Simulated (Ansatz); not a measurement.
## Electronic structure of C₂H₆GeO₂ in real space

```xyz
11

Ge   -1.7349    0.5824    0.8425
O    -0.0687    1.2738    0.7248
C     0.9360   -1.0448   -0.2228
C     1.6180   -0.2366   -1.2860
O     2.1669   -0.7290   -0.0185
H    -2.6808    1.6995    1.3426
H    -2.0946    0.1754   -0.5927
H    -1.7549   -0.6050    1.8235
H     0.4128    1.2076    1.5603
H     1.4495    0.8422   -1.3078
H     2.0268   -0.7327   -2.1713
```

At this geometry the atoms fall into two loosely joined parts.

These are results of RKS B3LYP-D4/def2-SVP (Ansatz 0.2.0), not measurements.

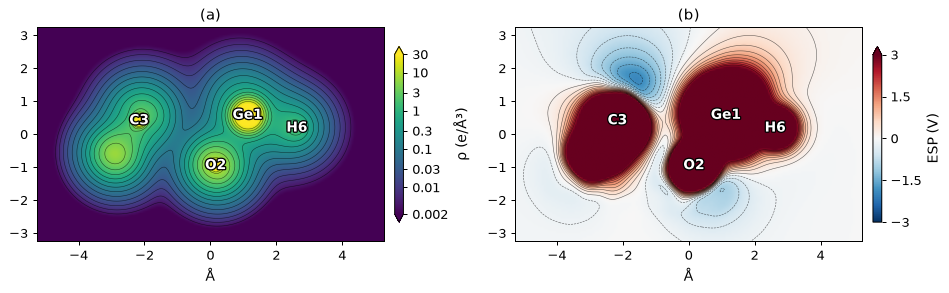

Figure 1. (a) total electron density; (b) molecular electrostatic potential on the plane of atoms O2, Ge1 and H6.

Q: Describe what can be read from this map.

A:
- The plane passes through Ge, O, C and H nuclei.
- Ge–O (1.81 Å): ρ at the midpoint is about 0.88 e/Å³.
- Ge–H (1.55 Å): ρ at the midpoint is about 1 e/Å³.
- Outside the dense part of the molecule the potential is most negative (−1.9 V) near C3.

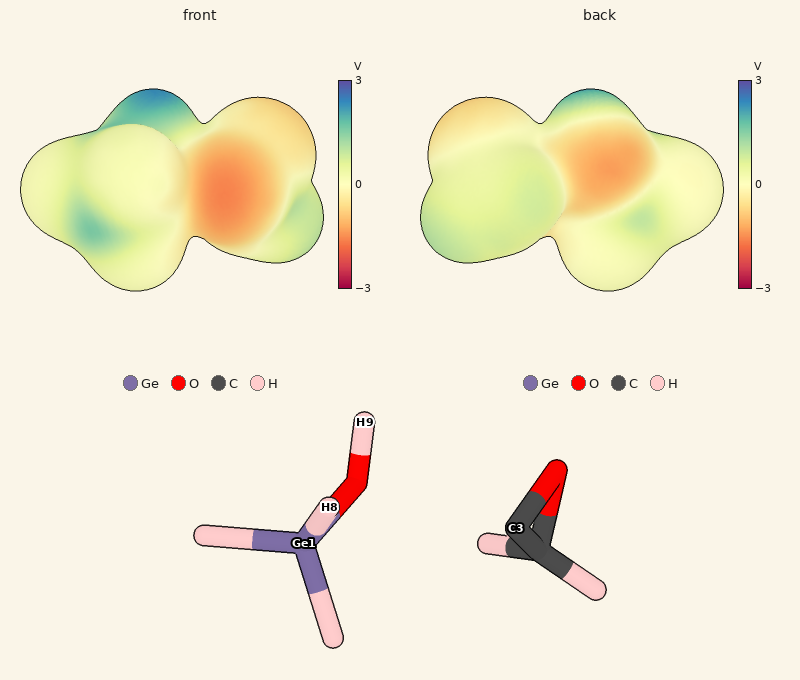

Figure 2. The molecular electrostatic potential painted on the density surface at 0.002 e/bohr³, seen from the front and from behind; red is negative and blue positive. The bare structure is drawn below in the same view.

Q: Which sites attract a positive test charge, and which a negative one?

A: A positive charge is drawn to the negative regions and a negative charge to the positive ones. The most negative region (about −1.6 V) lies over C3, the most positive (about +2.3 V) over H9.

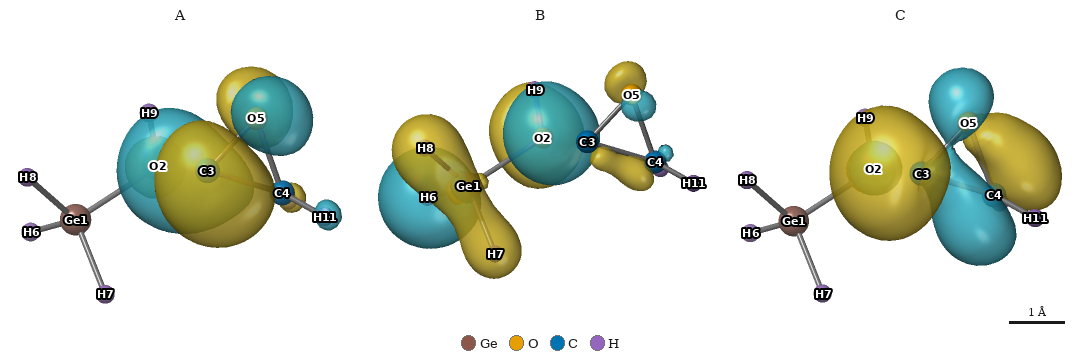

Figure 3. Three frontier orbitals at ±0.1 Å⁻³ᐟ² (yellow and cyan are the two phases), in no order.

Q: Which picture is the HOMO−1, the HOMO and the LUMO?

A: B is the HOMO−1 (−8.07 eV). Its weight (Hirshfeld) is mainly on O2 (about 55 %), Ge1 (about 15 %) and H6 (about 15 %). C is the HOMO (−6.82 eV). Its weight (Hirshfeld) is mainly on C3 (about 60 %), C4 (about 20 %) and O5 (about 10 %). A is the LUMO (−1.31 eV). It lies mainly on C3 (about 60 %) and O5 (about 20 %).

Q: What is the HOMO–LUMO gap?

A: 5.51 eV between the orbital energies.

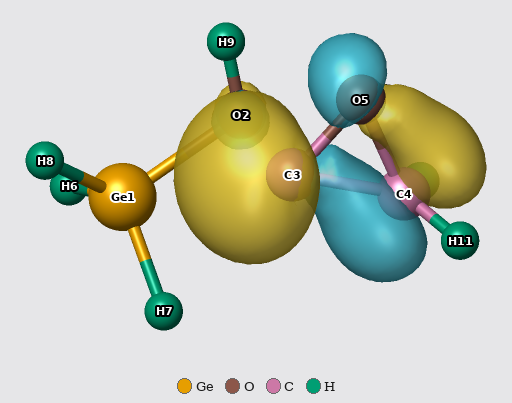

Figure 4. The HOMO at ±0.15 Å⁻³ᐟ² (yellow and cyan are the two phases), seen at a tilt.

Q: What is the character of this orbital?

A: It lies mainly on C3 (about 60 %), C4 (about 20 %) and O5 (about 10 %). Its energy is −6.82 eV.
